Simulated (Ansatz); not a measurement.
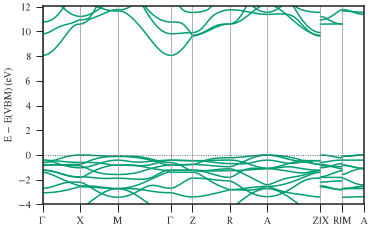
Band structure from plane-wave PAW r²SCAN (Ansatz code)

Problem. Read off the gap and where the band edges lie.

Solution. About 8.1 eV (8.06 eV by a search for the band edges); maximum at X, minimum at Γ.

The material is RbAlF₄ in space group P4/mmm (No. 123; Rb on 1a, Al on 1d, F on 2h, F on 2e).

The first step of the workflow began from a Materials Project structure, measured or hypothetical; the Crystallography Open Database files this formula in space group No. 123, but the cells were not matched. Whether it is the stable phase at ambient conditions was not checked. The cell was relaxed with r²SCAN under the symmetry of its start; its stability against distortions is not shown here. Spin–orbit coupling is left out wherever it is not named.

Potentials: the later of the program's two PAW sets.
